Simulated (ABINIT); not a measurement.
# Quasiparticle gap of AlN (F-43m) in ABINIT, part 2 of 2

Wanted: ground state, empty states, screening and self-energy for AlN (F-43m).

ABINIT 10.8.3; PBE and many-body steps on it, plane waves. Known limits of the many-body steps: not at the basis limit; coarse k mesh.

So far. Step 2 (Ground state): The gap is indirect, with the least direct gap 0.87 eV higher. Step 3 (Bands along the symmetry lines): The gap is 3.325 eV, as in the run before at this level.

## 4. Empty states on the mesh, 4×4×4 mesh, 23 bands

Level of this step: DFT, PBE, plane waves, norm-conserving pseudopotentials (ABINIT).

The sums over transitions need many empty states on a uniform mesh; this step solves for them.

File run.abi:

```
acell 3*1.0 Angstrom
rprim 
  -0.000000000000 2.183993559600 2.183993559600
  2.183993559600 -0.000000000000 2.183993559600
  2.183993559600 2.183993559600 -0.000000000000
ntypat 2
znucl 13 7
natom 2
typat 1 2
xred 
  0.000000000000 0.000000000000 0.000000000000
  0.750000000000 0.750000000000 0.750000000000
pp_dirpath "pseudos"
pseudos "Al.upf, N.upf"
ecut 36
ngkpt 4 4 4
nshiftk 1
shiftk 0 0 0
kptopt 1
chksymbreak 0
iscf -2
irdden 1
istwfk *1
nband 23
nbdbuf 4
tolwfr 1e-09
nstep 60
prtvol 0
indata_prefix "in"
outdata_prefix "out"
tmpdata_prefix "tmp"
```

The run is started by

```console
> OMP_NUM_THREADS=1 mpirun -n 4 abinit run.abi > log
```

Numbers of over 12 decimals in the logs are rounded to 6 here.

What it wrote:

```text
.Version 10.8.3 of ABINIT. v10.8.2 released Aug 2026.

 Symmetries : space group F-4 3 m (#216); Bravais cF (face-center cubic)
[... echo of the input left out ...]
== DATASET  1 ==================================================================
-   mpi_nproc: 4, omp_nthreads: 1 (-1 if OMP is not activated)

--- !DatasetInfo
iteration_state: {dtset: 1, }
dimensions: {natom: 2, nkpt: 8, mband: 23, nsppol: 1, nspinor: 1, nspden: 1, mpw: 1475, }
cutoff_energies: {ecut:  36.0, pawecutdg:  -1.0, }
electrons: {nelect:   8.00000000E+00, charge:   0.00000000E+00, occopt:   1.00000000E+00, tsmear:   1.00000000E-02, }

 Real(R)+Recip(G) space primitive vectors, cartesian coordinates (Bohr,Bohr^-1):
 R(1)=  0.0000000  4.1271497  4.1271497  G(1)= -0.1211490  0.1211490  0.1211490
 R(2)=  4.1271497  0.0000000  4.1271497  G(2)=  0.1211490 -0.1211490  0.1211490
 R(3)=  4.1271497  4.1271497  0.0000000  G(3)=  0.1211490  0.1211490 -0.1211490
 Unit cell volume ucvol=  1.4059849E+02 bohr^3
 Angles (23,13,12)=  6.00000000E+01  6.00000000E+01  6.00000000E+01 degrees

 getcut: wavevector=  0.0000  0.0000  0.0000  ngfft=  32  32  32
         ecut(hartree)=     36.000   => boxcut(ratio)=   2.02987

--- Pseudopotential description ------------------------------------------------
- Al Generated using ONCVPSP code by D. R. Hamann
- 13.00000   3.00000  171031                  znucl, zion, pspdat
12 -101130 2 -1 1876                          pspcod,pspxc,lmax,lloc,mmax
     nproj     2     2     2
  pspatm : epsatm=    4.08140545
         --- l  ekb(1:nproj) -->
             0    5.126667    0.728291
             1    7.287548    0.832437
             2   -2.770497   -0.637722
 pspatm: atomic psp has been read  and splines computed

- N Generated using ONCVPSP code by D. R. Hamann
-  7.00000   5.00000  171031                  znucl, zion, pspdat
12 -101130 1 -1 1058                          pspcod,pspxc,lmax,lloc,mmax
     nproj     2     2     0
  pspatm : epsatm=    5.20977870
         --- l  ekb(1:nproj) -->
[...]
pspatm: atomic psp has been read  and splines computed

--------------------------------------------------------------------------------

================================================================================
 prteigrs : about to open file out_EIG
 Non-SCF case, kpt    1 (  0.00000  0.00000  0.00000), residuals and eigenvalues=
  2.90E-10  1.32E-10  2.39E-10  5.21E-10  4.90E-10  3.78E-11  5.33E-11  1.50E-10
  1.06E-10  5.40E-10  7.57E-11  2.75E-10  8.19E-10  4.15E-11  3.11E-10  1.29E-10
  4.15E-10  6.50E-10  5.34E-10  5.12E-10  5.81E-08  4.18E-09  8.30E-09
 -3.6046E-01  1.8958E-01  1.8958E-01  1.8958E-01  3.4363E-01  6.5223E-01
  6.5223E-01  6.5223E-01  8.4170E-01  8.4170E-01  8.9101E-01  8.9101E-01
  8.9101E-01  9.6680E-01  1.1470E+00  1.4588E+00  1.4588E+00  1.4588E+00
  1.8354E+00  1.8354E+00  1.8354E+00  1.8966E+00  1.8966E+00
 prteigrs : prtvol=0 or 1, do not print more k-points.

--- !ResultsGS
iteration_state: {dtset: 1, }
comment   : Summary of ground state results
lattice_vectors:
- [ -0.0000000,   4.1271497,   4.1271497, ]
- [  4.1271497,  -0.0000000,   4.1271497, ]
- [  4.1271497,   4.1271497,  -0.0000000, ]
lattice_lengths: [   5.83667,    5.83667,    5.83667, ]
lattice_angles: [ 60.000,  60.000,  60.000, ] # degrees, (23, 13, 12)
lattice_volume:   1.4059849E+02
convergence: {deltae:  0.000E+00, res2:  0.000E+00, residm:  9.821E-10, diffor:  0.000E+00, }
etotal    :  -1.27923967E+01
entropy   :   0.00000000E+00
fermie    :   1.89575042E-01
cartesian_stress_tensor: null
pressure_GPa: null
xred      :
- [  0.0000E+00,   0.0000E+00,   0.0000E+00, Al]
- [  7.5000E-01,   7.5000E-01,   7.5000E-01,  N]
cartesian_forces: null
force_length_stats: {min: null, max: null, mean: null, }

 Integrated electronic density in atomic spheres:
 ------------------------------------------------
 Atom  Sphere_radius  Integrated_density
[...]
================================================================================

 ----iterations are completed or convergence reached----

 Mean square residual over all n,k,spin=   41.216E-11; max=  98.209E-11
 reduced coordinates (array xred) for    2 atoms
       0.000000000000      0.000000000000      0.000000000000
       0.750000000000      0.750000000000      0.750000000000

 cartesian coordinates (angstrom) at end:
    1      0.000000     0.000000     0.000000
    2      3.275990     3.275990     3.275990
 length scales=  1.889726125908  1.889726125908  1.889726125908 bohr
              =  1.000000000000  1.000000000000  1.000000000000 angstroms
 prteigrs : about to open file out_EIG
 Eigenvalues (hartree) for nkpt=   8  k points:
 kpt#   1, nband= 23, wtk=  0.01563, kpt=  0.0000  0.0000  0.0000 (reduced coord)
  -0.36046    0.18958    0.18958    0.18958    0.34363    0.65223    0.65223    0.65223
   0.84170    0.84170    0.89101    0.89101    0.89101    0.96680    1.14704    1.45884
   1.45884    1.45884    1.83537    1.83537    1.83537    1.89660    1.89660
 prteigrs : prtvol=0 or 1, do not print more k-points.

== END DATASET(S) ==============================================================
================================================================================

 -outvars: echo values of variables after computation  --------
            nband          23
             nkpt           8
          spgroup         216
 [... the other variables as echoed above ...]

 Calculation completed.
```

Run time: 2.6 s. Hardware: 4 MPI ranks of Arm Neoverse V1, shared host; peak memory 0.07 GiB; 10 s of CPU time.

This step gave:

* gap: 3.325 eV
* k of the valence top: 0, 0, 0
* k of the conduction bottom: 0.5, 0.5, 0
* least direct gap: 4.192 eV
* k points computed: 8
* lowest point of the top converged band, above the valence top: 36.52 eV

On this mesh the gap is 3.325 eV.

## 5. Screening, 4×4×4 mesh, 19 bands, screening to 108.8 eV

The RPA dielectric matrix is built and inverted for each q.

This step: RPA screening on PBE, plane waves, norm-conserving pseudopotentials.

run.abi: that of step 4 with these lines changed.

```diff
@@ -20,10 +20,11 @@
 chksymbreak 0
-iscf -2
-irdden 1
 istwfk *1
-nband 23
-nbdbuf 4
-tolwfr 1e-09
-nstep 60
-prtvol 0
+occopt 1
+irdwfk 1
+optdriver 3
+nband 19
+ecuteps 4
+inclvkb 2
+awtr 1
+symchi 1
 indata_prefix "in"
```

What it wrote:

```text
.Version 10.8.3 of ABINIT. v10.8.2 released Aug 2026.

 Symmetries : space group F-4 3 m (#216); Bravais cF (face-center cubic)
[... echo of the input left out ...]
== DATASET  1 ==================================================================
-   mpi_nproc: 4, omp_nthreads: 1 (-1 if OMP is not activated)

--- !DatasetInfo
iteration_state: {dtset: 1, }
dimensions: {natom: 2, nkpt: 8, mband: 19, nsppol: 1, nspinor: 1, nspden: 1, mpw: 1475, }
cutoff_energies: {ecut:  36.0, pawecutdg:  -1.0, }
electrons: {nelect:   8.00000000E+00, charge:   0.00000000E+00, occopt:   1.00000000E+00, tsmear:   1.00000000E-02, }

 SCREENING: Calculation of the susceptibility and dielectric matrices

 Based on a program developped by R.W. Godby, V. Olevano, G. Onida, and L. Reining.
 Incorporated in ABINIT by V. Olevano, G.-M. Rignanese, and M. Torrent.
.Using double precision arithmetic ; gwpc =  8

[... cell and pseudopotentials left out ...]
--------------------------------------------------------------------------------

 ==== K-mesh for the wavefunctions ====
 Number of points in the irreducible wedge :     8
[... list of points left out ...]
 Together with 24 symmetry operations and time-reversal symmetry
 yields    64 points in the full Brillouin Zone.

 ==== Q-mesh for the screening function ====
 Number of points in the irreducible wedge :     8
[... list of points left out ...]
 Together with 24 symmetry operations and time-reversal symmetry
 yields    64 points in the full Brillouin Zone.

 setmesh: FFT mesh size selected  =    24x   24x   24
          total number of points  =        13824

 vcoul_init : cutoff-mode = AUXILIARY_FUNCTION
 q-points for optical limit:   1
     1)      0.000010    0.000020    0.000030

- screening: taking advantage of time-reversal symmetry
- Maximum band index for partially occupied states nbvw = 4
- Remaining bands to be divided among processors   nbcw = 15
- Number of bands treated by each node ~3

 Number of electrons calculated from density =    8.0000; Expected =    8.0000
 average of density, n =  0.056900
 r_s =    1.6129
 omega_plasma =   23.0097 [eV]

 calculating chi0 at frequencies [eV] :
  1    0.000000E+00    0.000000E+00
  2    0.000000E+00    2.300966E+01

--------------------------------------------------------------------------------
  q-point number  1        q = ( 0.000000, 0.000000, 0.000000) [r.l.u.]
--------------------------------------------------------------------------------
[... chi0 elements left out ...]
 For q-point:  0.000010 0.000020 0.000030
  dielectric constant =   4.8736
  dielectric constant without local fields =   5.3174

  Average fulfillment of the sum rule on Im[epsilon] for q-point    1 :     36.45  [%]
[... wings left out ...]
  q-point number  2        q = ( 0.250000, 0.000000, 0.000000) [r.l.u.]
--------------------------------------------------------------------------------
[... chi0 elements left out ...]
  Average fulfillment of the sum rule on Im[epsilon] for q-point    2 :     69.08  [%]

 [... 6 further q-points ...]
```

It took 2.8 s on 4 MPI ranks; peak memory 0.08 GiB.

This step gave:

```yaml
eps_infinity_with_local_fields_on_this_mesh_along_the_program_s_q_direction: 4.874
the_same_without_local_fields: 5.317
plasma_frequency: 23.01 eV
plane_waves_in_the_screening_matrix: 59
```

Local fields lower ε∞ by 8 %. On a Γ-centred mesh this coarse the value itself is usually too large, while a short band sum pulls it down.

## 6. Self-energy, 4×4×4 mesh, 19 bands, screening to 108.8 eV

The self-energy is evaluated for the states that the input lists, and the levels follow from it, in one-shot runs by the linearised quasiparticle equation.

This step: G0W0 on PBE, plane waves, norm-conserving pseudopotentials.

run.abi: that of step 5 with these lines changed.

```diff
@@ -23,8 +23,17 @@
 irdwfk 1
-optdriver 3
+optdriver 4
 nband 19
+gwcalctyp 0
+ecutsigx 36
+symsigma 1
+nkptgw 2
+kptgw 
+  0.0000000000 0.0000000000 0.0000000000
+  0.5000000000 0.5000000000 0.0000000000
+bdgw 
+  2 8
+  3 6
 ecuteps 4
-inclvkb 2
-awtr 1
-symchi 1
+irdscr 1
+ppmodel 1
 indata_prefix "in"
```

What it wrote:

```text
.Version 10.8.3 of ABINIT. v10.8.2 released Aug 2026.

 Symmetries : space group F-4 3 m (#216); Bravais cF (face-center cubic)
[... echo of the input left out ...]
== DATASET  1 ==================================================================
-   mpi_nproc: 4, omp_nthreads: 1 (-1 if OMP is not activated)

--- !DatasetInfo
iteration_state: {dtset: 1, }
dimensions: {natom: 2, nkpt: 8, mband: 19, nsppol: 1, nspinor: 1, nspden: 1, mpw: 1475, }
cutoff_energies: {ecut:  36.0, pawecutdg:  -1.0, }
electrons: {nelect:   8.00000000E+00, charge:   0.00000000E+00, occopt:   1.00000000E+00, tsmear:   1.00000000E-02, }

 SIGMA: Calculation of the GW corrections

 Based on a program developped by R.W. Godby, V. Olevano, G. Onida, and L. Reining.
 Incorporated in ABINIT by V. Olevano, G.-M. Rignanese, and M. Torrent.
.Using double precision arithmetic ; gwpc =  8

[... cell and pseudopotentials left out ...]
--------------------------------------------------------------------------------

 ==== K-mesh for the wavefunctions ====
 Number of points in the irreducible wedge :     8
[... list of points left out ...]
 Together with 24 symmetry operations and time-reversal symmetry
 yields    64 points in the full Brillouin Zone.

 ==== Q-mesh for screening function ====
 Number of points in the irreducible wedge :     8
[... list of points left out ...]
 Together with 24 symmetry operations and time-reversal symmetry
 yields    64 points in the full Brillouin Zone.

 vcoul_init : cutoff-mode = AUXILIARY_FUNCTION
 q-points for optical limit:   1
     1)      0.000010    0.000020    0.000030
 setmesh: FFT mesh size selected  =    32x   32x   32
          total number of points  =        32768

 Number of electrons calculated from density =    8.0000; Expected =    8.0000
 average of density, n =  0.056900
 r_s =    1.6129
 omega_plasma =   23.0097 [eV]

 === KS Band Gaps ===
  >>>> For spin  1
   Minimum direct gap =   4.1921 [eV], located at k-point      :   0.0000  0.0000  0.0000
   Fundamental gap    =   3.3248 [eV], Top of valence bands at :   0.0000  0.0000  0.0000
                                       Bottom of conduction at :   0.5000  0.5000  0.0000
 SIGMA fundamental parameters:
 PLASMON POLE MODEL  1
 number of plane-waves for SigmaX                 1459
 number of plane-waves for SigmaC and W             59
 number of plane-waves for wavefunctions          1459
 number of bands                                    19
 number of independent spin polarizations            1
 number of spinorial components                      1
 number of k-points in IBZ                           8
 number of q-points in IBZ                           8
 number of symmetry operations                      24
 number of k-points in BZ                           64
 number of q-points in BZ                           64
 number of frequencies for dSigma/dE                 9
 frequency step for dSigma/dE [eV]                0.25
 number of omega for Sigma on real axis              0
 max omega for Sigma on real axis  [eV]           0.00
 zcut for avoiding poles [eV]                     0.10

 EPSILON^-1 parameters (SCR file):
 dimension of the eps^-1 matrix on file             59
 dimension of the eps^-1 matrix used                59
 number of plane-waves for wavefunctions          1459
 number of bands                                    19
 number of q-points in IBZ                           8
 number of frequencies                               2
 number of real frequencies                          1
 number of imag frequencies                          1

 matrix elements of self-energy operator (all in [eV])

 Perturbative Calculation

--- !SelfEnergy_ee
iteration_state: {dtset: 1, }
kpoint     : [   0.000,    0.000,    0.000, ]
spin       : 1
KS_gap     :    4.192
QP_gap     :    5.403
Delta_QP_KS:    1.211
data: !SigmaeeData |
     Band     E0 <VxcDFT>   SigX SigC(E0)      Z dSigC/dE  Sig(E)    E-E0       E
        2   5.159 -16.969 -21.026   3.831   0.792  -0.262 -17.148  -0.179   4.979
        3   5.159 -16.969 -21.026   3.831   0.792  -0.262 -17.148  -0.179   4.979
        4   5.159 -16.969 -21.026   3.831   0.792  -0.262 -17.148  -0.179   4.979
        5   9.351 -12.519  -7.849  -3.411   0.819  -0.221 -11.488   1.032  10.382
        6  17.748  -9.879  -4.051  -4.362   0.822  -0.216  -8.673   1.206  18.954
        7  17.748  -9.879  -4.051  -4.362   0.822  -0.216  -8.673   1.206  18.954
        8  17.748  -9.879  -4.051  -4.362   0.822  -0.216  -8.673   1.206  18.954

--- !SelfEnergy_ee
iteration_state: {dtset: 1, }
kpoint     : [   0.500,    0.500,    0.000, ]
spin       : 1
KS_gap     :    5.100
QP_gap     :    6.401
Delta_QP_KS:    1.300
data: !SigmaeeData |
     Band     E0 <VxcDFT>   SigX SigC(E0)      Z dSigC/dE  Sig(E)    E-E0       E
        3   3.383 -15.437 -20.140   3.995   0.787  -0.270 -15.994  -0.557   2.826
        4   3.383 -15.437 -20.140   3.995   0.787  -0.270 -15.994  -0.557   2.826
        5   8.483  -9.184  -4.869  -3.427   0.837  -0.194  -8.441   0.743   9.226
        6  13.810  -9.447  -4.311  -3.830   0.841  -0.189  -8.349   1.098  14.908

== END DATASET(S) ==============================================================
================================================================================

 -outvars: echo values of variables after computation  --------
           etotal      0.0000000000E+00
            nband          19
             nkpt           8
          spgroup         216
 [... the other variables as echoed above ...]

 Calculation completed.
```

The job ended after 2.4 s (4 MPI ranks; peak memory 0.09 GiB; 9.1 s of CPU time).

This step gave:

```yaml
g0w0_gap_on_the_points_computed: 4.247 eV
starting_gap_on_the_mesh: 3.325 eV
k_of_the_valence_top: 0, 0, 0
k_of_the_conduction_bottom: 0.5, 0.5, 0
z_at_the_valence_top: 0.792
z_at_the_conduction_bottom: 0.837
least_direct_g0w0_gap_on_the_computed_points: 5.403 eV
```

The gap on the mesh goes from 3.32 eV to 4.25 eV, a correction of +0.92 eV.

Limits: finite bands, cutoff and mesh; coarse k mesh. v1 is the top filled band, c1 the lowest empty one. The levels before and after the correction (eV, zero at the valence-band top of each column):

```csv
,conduction bottom,valence top
Kohn-Sham,3.32,0.00
G0W0,4.25,0.00
```

|  | level | energy (eV) |
| --- | --- | --- |
| Kohn-Sham | Γ v3-v1 | 0.000 |
| Kohn-Sham | Γ c1 | 4.192 |
| Kohn-Sham | Γ c2-c4 | 12.589 |
| Kohn-Sham | (0.5 0.5 0) v2-v1 | -1.776 |
| Kohn-Sham | (0.5 0.5 0) c1 | 3.325 |
| Kohn-Sham | (0.5 0.5 0) c2 | 8.652 |
| G0W0 | Γ v3-v1 | 0.000 |
| G0W0 | Γ c1 | 5.403 |
| G0W0 | Γ c2-c4 | 13.975 |
| G0W0 | (0.5 0.5 0) v2-v1 | -2.153 |
| G0W0 | (0.5 0.5 0) c1 | 4.247 |
| G0W0 | (0.5 0.5 0) c2 | 9.929 |

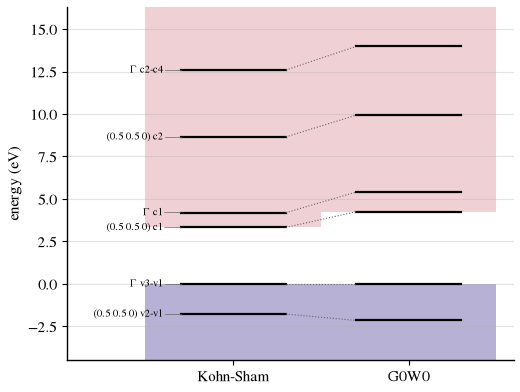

Levels before and after the correction. Shaded: valence and conduction bands.

## 7. Where the time went

Times are wall times on 4 MPI ranks of Arm Neoverse V1, shared host, good to a factor of about two.

```
                          step   time  share  memory (GiB)
                  ground state  4.5 s   28 %          0.25
bands along the symmetry lines  3.8 s   24 %          0.24
      empty states on the mesh  2.6 s   16 %          0.07
                     screening  2.8 s   17 %          0.08
                   self-energy  2.4 s   15 %          0.09
```

## 8. Results

| Item | Value |
| --- | --- |
| PBE gap | 3.32 eV, indirect |
| G0W0 gap on the mesh | 4.25 eV |
| GW settings | 4×4×4 mesh, 19 bands, screening to 108.8 eV, Godby-Needs plasmon pole |
| known limits | not at the basis limit; coarse k mesh |

In words: G0W0 moves the gap on the mesh from 3.32 eV to 4.25 eV (+0.92 eV), with Z of 0.79 and 0.84 at the edges. Local fields lower the RPA ε∞ on this mesh from 5.32 to 4.87; a Γ-centred mesh this coarse tends to raise both, most where the direct gap is narrow, while a short band sum lowers them. Only 2 of the mesh's irreducible points were corrected, so a valley elsewhere could overtake. Bands and cutoff are finite, so the gap is not at the basis limit. The miss can reach some tenths of an eV and take either sign; the mesh is an error of its own. In the G0W0 run levels were corrected at 2 k points alone, so a gap called «on the mesh» is the least over those, and an edge elsewhere would be missed. The 4×4×4 mesh is coarse for this cell, which bears on the long-range parts of exchange and screening.

[Paths, hosts, dates, memory and timing lines, banners, echoed tables and standing remarks are left out of the program output.]

[Logs are printed without paths, hosts, clocks, repeated set-up lines and the standing remarks that a program may print on its own settings, such as how far it seeks lower states.]

[Runs of the session that timed out or met a known fault of the program may be left out.]

[Hosts, paths, dates, database ids (printed as entryN), source tags and the programs' standing remarks are cut or masked in the printed files.]

[G0W0 gaps are taken among the corrected bands and points alone; a level outside them can change the order at an edge.]

[Where Ansatz stands beside ABINIT at settings called matched, ABINIT's density can come from a denser mesh and the files from another edition; pairs whose starting gaps differed by over 0.03 eV were left out, so agreement reads better than it is.]
